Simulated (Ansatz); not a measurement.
Geometry relaxation, with input and output: GeH$_{5}$ClO (part 2 of 2)

GeH$_{5}$ClO; RKS PBE/def2-SVP (Ansatz 0.2.0). The input holds or restrains some coordinates. It belongs to a series of runs on one base structure; here: pulled along the bonds that form and break, towards end B.

Geometry of the input (Å):
```
Ge 0.0000  0.0000  0.0000
O  0.0000  0.0000  2.1200
H  -0.9095  -0.2814  2.4571
H  1.4616  0.0000  -0.5162
H  -0.7300  1.2648  -0.5162
Cl -1.0456  -1.8115  -0.7393
H  0.6884  -1.6150  0.5833
H  0.5338  -1.2523  1.5265
```

Trajectory as extended XYZ, continued:
```
8
Properties=species:S:1:pos:R:3:forces:R:3 step=2 energy=-71138.02972
Ge    0.0242   -0.0595   -0.1209    0.6417  -0.8479   1.5322
O     0.0281   -0.0573    2.2406    0.1545  -1.1847  -1.7394
H    -0.9137   -0.2812    2.4583    0.4497  -0.0244  -0.0813
H     1.4710    0.0034   -0.5218    0.7508   0.7120  -0.7991
H    -0.7321    1.2621   -0.5139   -0.2227  -0.2848   0.4971
Cl   -1.0610   -1.8152   -0.7543   -1.8714  -0.2626  -1.6476
H     0.6924   -1.6078    0.4476    0.6461   0.5023   2.5108
H     0.4898   -1.1398    1.6795   -0.5486   1.3901  -0.2726
8
Properties=species:S:1:pos:R:3:forces:R:3 step=3 energy=-71138.23947
Ge    0.0572   -0.1255   -0.2446    0.4598  -0.2864   1.3745
O     0.0586   -0.1188    2.3553    0.4789  -1.7745  -1.4672
H    -0.9123   -0.2872    2.4617    0.5634  -0.1858  -0.0372
H     1.4909    0.0172   -0.5421    1.4443   0.9415  -1.4633
H    -0.7324    1.2524   -0.5040    0.0883  -0.8003   0.6183
Cl   -1.0963   -1.8260   -0.7863   -2.4071  -0.9458  -2.1383
H     0.6962   -1.5814    0.3466    0.4813   0.8575   1.9679
H     0.4368   -1.0262    1.8286   -1.1088   2.1939   1.1454
8
Properties=species:S:1:pos:R:3:forces:R:3 step=4 energy=-71139.01419
Ge    0.0980   -0.1991   -0.3604    0.1953  -0.0439   1.0380
O     0.0763   -0.1635    2.4951   -0.8545   0.6574   0.1347
H    -0.9034   -0.2953    2.4674    0.5082   0.0488   0.1399
H     1.5492    0.0622   -0.6266    0.9805   0.8172  -1.5876
H    -0.7201    1.2033   -0.4733    0.2922  -1.0711   0.5615
Cl   -1.1929   -1.8545   -0.8850   -1.5358  -0.4288  -1.7231
H     0.7080   -1.5162    0.3079    0.1196   0.6077   1.7023
H     0.3835   -0.9323    1.9901    0.2943  -0.5874  -0.2657
8
Properties=species:S:1:pos:R:3:forces:R:3 step=5 energy=-71139.89267
Ge    0.1226   -0.2545   -0.3709    0.9350  -0.5339   0.1333
O     0.0486   -0.1306    2.5692   -0.2323  -0.1173  -0.3633
H    -0.9175   -0.2883    2.4914    0.1726   0.0534   0.1559
H     1.6007    0.1300   -0.8019   -0.4486   0.1589  -0.9331
H    -0.6917    1.0847   -0.4084    0.0065  -0.4368   0.5663
Cl   -1.2876   -1.8295   -1.0518   -0.3185   0.2865  -0.9550
H     0.7251   -1.4837    0.3871   -0.1168   0.4388   1.1682
H     0.3985   -0.9235    2.1006    0.0022   0.1504   0.2278
8
Properties=species:S:1:pos:R:3:forces:R:3 step=6 energy=-71140.46504
Ge    0.1786   -0.3079   -0.3913    0.1645  -0.4133  -0.1155
O     0.0200   -0.0679    2.5680    0.1376  -0.9747  -0.4481
H    -0.9343   -0.2931    2.5300    0.1072   0.1452   0.1056
H     1.5650    0.1403   -0.9950   -0.3886  -0.1173  -0.5883
H    -0.6715    1.0007   -0.2983    0.1120  -0.3780   0.4792
Cl   -1.2986   -1.7735   -1.2224    0.2324   0.4326  -0.5131
H     0.7302   -1.4641    0.4886   -0.0727   0.3693   0.6318
H     0.4093   -0.9298    2.2356   -0.2923   0.9362   0.4483
8
Properties=species:S:1:pos:R:3:forces:R:3 step=7 energy=-71140.85190
Ge    0.1922   -0.3617   -0.3902    0.2950  -0.1463  -0.1964
O     0.0152   -0.0388    2.5664    0.1050  -0.8042  -0.1498
H    -0.9454   -0.2299    2.5623    0.0653   0.1186   0.0722
H     1.4713    0.0986   -1.1667   -0.2504  -0.1234  -0.2970
H    -0.6522    0.9106   -0.1414    0.0601  -0.1868   0.3632
Cl   -1.2285   -1.7036   -1.3920    0.0314   0.0869  -0.3790
H     0.7702   -1.4395    0.5664   -0.0882   0.2618   0.2618
H     0.3758   -0.9311    2.3104   -0.2183   0.7935   0.3250
8
Properties=species:S:1:pos:R:3:forces:R:3 step=8 energy=-71141.02162
Ge    0.2030   -0.4021   -0.4009    0.2371   0.0980  -0.2449
O    -0.0046    0.0000    2.5473    0.1583  -0.7724   0.1111
H    -0.9609   -0.2021    2.5968    0.0634   0.0884   0.0358
H     1.3923    0.0412   -1.3139   -0.1628  -0.0429   0.0189
H    -0.6180    0.8378    0.0372    0.0951  -0.2274   0.0352
Cl   -1.1658   -1.6566   -1.5538   -0.0727  -0.0185  -0.1505
H     0.7818   -1.4093    0.6290   -0.0547   0.0862  -0.0602
H     0.3710   -0.9042    2.3736   -0.2638   0.7885   0.2546
8
Properties=species:S:1:pos:R:3:forces:R:3 step=9 energy=-71141.05611
Ge    0.1926   -0.4452   -0.3991   -0.1108  -0.0721  -0.3603
O     0.0426    0.0457    2.5361    0.3011  -0.4328   0.1853
H    -0.9115   -0.1150    2.6652    0.0223  -0.0429  -0.0058
H     1.3748    0.0615   -1.2637    0.0443   0.0138   0.0547
H    -0.6899    0.7111    0.0931    0.0011  -0.0022   0.0239
Cl   -1.1041   -1.6142   -1.7334    0.0335  -0.0163  -0.0258
H     0.6952   -1.4763    0.6406    0.0058  -0.0268  -0.1070
H     0.3991   -0.8630    2.3765   -0.2972   0.5792   0.2350
8
Properties=species:S:1:pos:R:3:forces:R:3 step=10 energy=-71141.08059
Ge    0.1400   -0.4701   -0.4028   -0.1154  -0.3214  -0.4917
O     0.1373    0.0639    2.5336    0.0982  -0.5015   0.1849
H    -0.8302    0.0003    2.6908    0.3271  -0.1002  -0.0643
H     1.3639    0.0962   -1.1683    0.0081   0.0161   0.1081
H    -0.7889    0.6328    0.1119   -0.1323   0.0513  -0.0279
Cl   -1.0220   -1.6214   -1.9101    0.1998   0.1972   0.2591
H     0.5808   -1.5176    0.6514   -0.0307  -0.0745  -0.2020
H     0.4178   -0.8795    2.4086   -0.3547   0.7331   0.2338
8
Properties=species:S:1:pos:R:3:forces:R:3 step=11 energy=-71141.10560
Ge    0.0887   -0.5116   -0.3879   -0.1159  -0.2691  -0.7200
O     0.2455    0.0940    2.5325   -0.2694  -0.6439   0.0984
H    -0.7288    0.1222    2.7133    0.7205  -0.1788  -0.1547
H     1.3589    0.1341   -1.0250   -0.1590  -0.0751   0.2045
H    -0.9293    0.5276    0.1019   -0.1008   0.0216  -0.0201
Cl   -0.9338   -1.5908   -2.0781    0.3402   0.2984   0.5433
H     0.4595   -1.5958    0.6591   -0.0645  -0.0906  -0.2341
H     0.4379   -0.8752    2.3993   -0.3511   0.9377   0.2827
8
Properties=species:S:1:pos:R:3:forces:R:3 step=12 energy=-71141.18587
Ge    0.0205   -0.5372   -0.3781   -0.0597  -0.1036  -0.2199
O     0.3635    0.1032    2.5060   -0.0064  -0.6520  -0.0672
H    -0.5954    0.2147    2.6782    0.2101  -0.0808  -0.0364
H     1.3190    0.1650   -0.8314    0.0042   0.0143   0.0509
H    -1.0698    0.4510    0.0751   -0.0776  -0.0044  -0.0163
Cl   -0.8013   -1.5656   -2.1576    0.1243   0.1143   0.2162
H     0.3151   -1.6489    0.6612   -0.0758  -0.1349  -0.1808
H     0.4471   -0.8776    2.3618   -0.1191   0.8472   0.2535
8
Properties=species:S:1:pos:R:3:forces:R:3 step=13 energy=-71141.22307
Ge   -0.0457   -0.5650   -0.3574    0.0189   0.0432  -0.0030
O     0.4822    0.1130    2.4830   -0.0369  -0.5940  -0.2055
H    -0.4583    0.3049    2.6646    0.0246   0.0015   0.0311
H     1.2681    0.1894   -0.6396    0.0138   0.0055   0.0129
H    -1.2101    0.3679    0.0415   -0.0263  -0.0153  -0.0036
Cl   -0.6501   -1.5289   -2.2335    0.0135   0.0072   0.0221
H     0.1541   -1.7165    0.6630   -0.0546  -0.1102  -0.1271
H     0.4585   -0.8602    2.2935    0.0471   0.6619   0.2731
8
Properties=species:S:1:pos:R:3:forces:R:3 step=14 energy=-71141.20504 accepted=F
Ge   -0.0796   -0.5766   -0.3916    0.0006   0.1536   0.2155
O     0.5393    0.1238    2.4274   -1.1444  -0.6696   0.3056
H    -0.3539    0.3410    2.8265    0.9841  -0.1671  -0.4492
H     1.2483    0.2032   -0.5616   -0.1205  -0.0750  -0.0440
H    -1.2948    0.3217   -0.0424    0.0742  -0.0172  -0.0611
Cl   -0.5600   -1.5389   -2.3032    0.0414   0.0045   0.0402
H     0.0532   -1.7083    0.6678   -0.0260  -0.1365  -0.2212
H     0.4462   -0.8613    2.2924    0.1906   0.9074   0.2141
8
Properties=species:S:1:pos:R:3:forces:R:3 step=15 energy=-71141.22678
Ge   -0.0568   -0.5623   -0.3659   -0.0187   0.0402   0.0214
O     0.4991    0.1192    2.4663   -0.3148  -0.5017  -0.1033
H    -0.4219    0.3067    2.7531    0.2733  -0.0349  -0.0768
H     1.2646    0.1894   -0.6219   -0.0047   0.0066   0.0247
H    -1.2420    0.3594    0.0003    0.0123  -0.0043  -0.0013
Cl   -0.6110   -1.5404   -2.2481    0.0051  -0.0028  -0.0202
H     0.1106   -1.7160    0.6580   -0.0304  -0.0991  -0.1031
H     0.4560   -0.8516    2.2734    0.0779   0.5960   0.2586
8
Properties=species:S:1:pos:R:3:forces:R:3 step=16 energy=-71141.22929
Ge   -0.0785   -0.5638   -0.3704    0.0364   0.0482   0.0207
O     0.5151    0.1225    2.4549   -0.0224  -0.5895  -0.1883
H    -0.3864    0.3014    2.7838   -0.0162   0.0102   0.0077
H     1.2477    0.1927   -0.5863   -0.0096  -0.0047   0.0056
H    -1.2708    0.3601   -0.0401   -0.0139   0.0024   0.0105
Cl   -0.5728   -1.5488   -2.2667    0.0039   0.0031   0.0036
H     0.0655   -1.7081    0.6673   -0.0449  -0.1135  -0.1157
H     0.4790   -0.8514    2.2727    0.0666   0.6438   0.2560
```

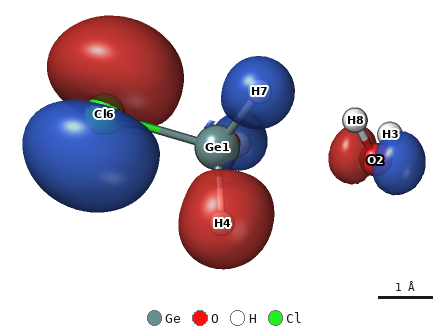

Figure 1. One frontier orbital at ±0.08 Å⁻³ᐟ² (blue and red are the two phases), seen from the side. The HOMO, at −6.97 eV.

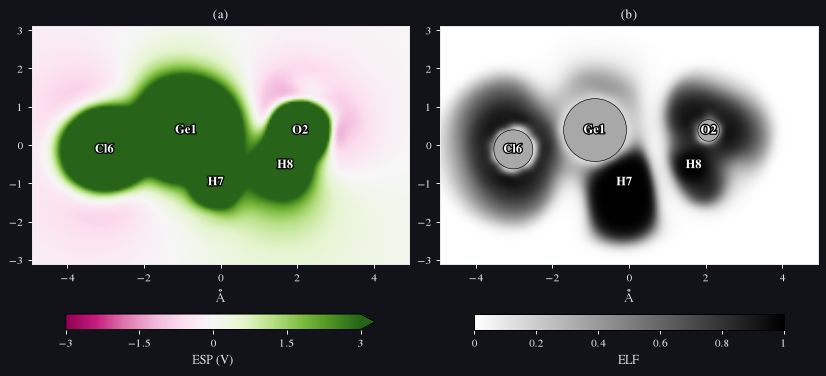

Figure 2. (a) electrostatic potential; (b) electron localisation function on the plane of atoms Cl6, Ge1 and H7. Grey discs, where drawn, cover atomic cores. Atoms in the plane: Ge, O, Cl and H. Ge1···O2 (2.97 Å): the ELF is only about 0.05 between them. Ge–Cl (2.19 Å): the ELF peaks at about 0.85 in the valence shell of Cl, 0.8 Å from its nucleus, and is about 0.65 at the midpoint. Ge–H (1.55 Å): the ELF climbs to about 1 towards the hydrogen.
